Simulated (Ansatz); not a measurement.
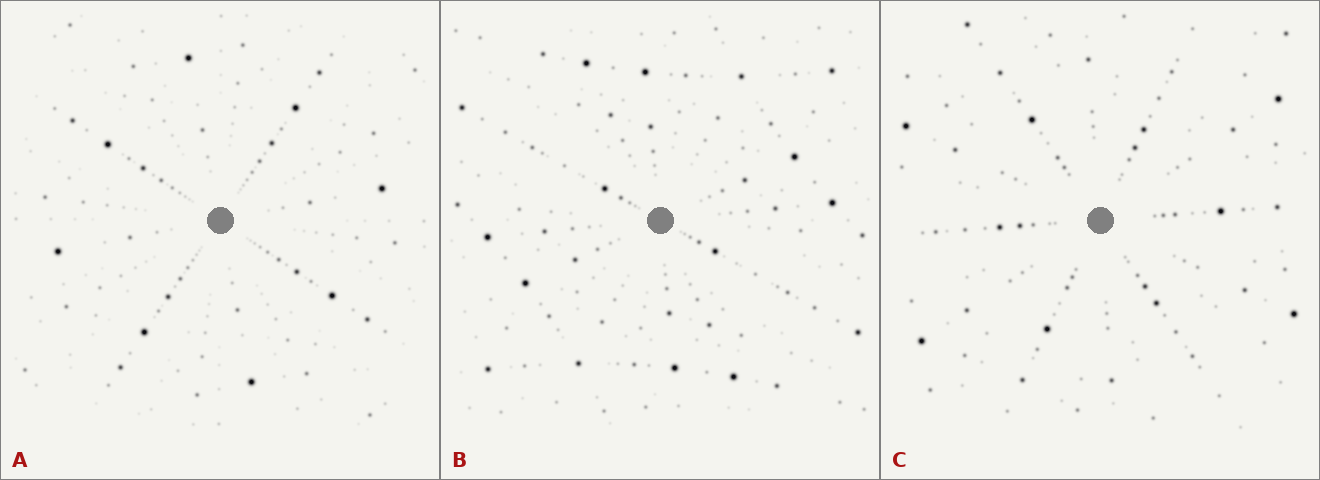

Simulated back-reflection Laue patterns (white X-rays, 0.45 to 2.2 Å, flat plate covering ±45° about the beam, kinematic intensities, seen from the source). Crystal: Ge, space group Fd-3m (No. 227), a = 5.76 Å. Structure: the input geometry of an electronic-structure calculation (not necessarily at equilibrium).

```
atom  site  symmetry       x       y       z
  Ge    8a      -43m  0.0000  0.0000  0.0000
```

Q: The directions [001], [110], [111] point towards the source, in some order. Which is which?

A: A: [001], symmetry 4mm (a fourfold axis with mirror lines). B: [110], symmetry 2mm (a twofold axis with two mirror lines). C: [111], symmetry 3m (a threefold axis with three mirror lines). The Laue class is m-3m.
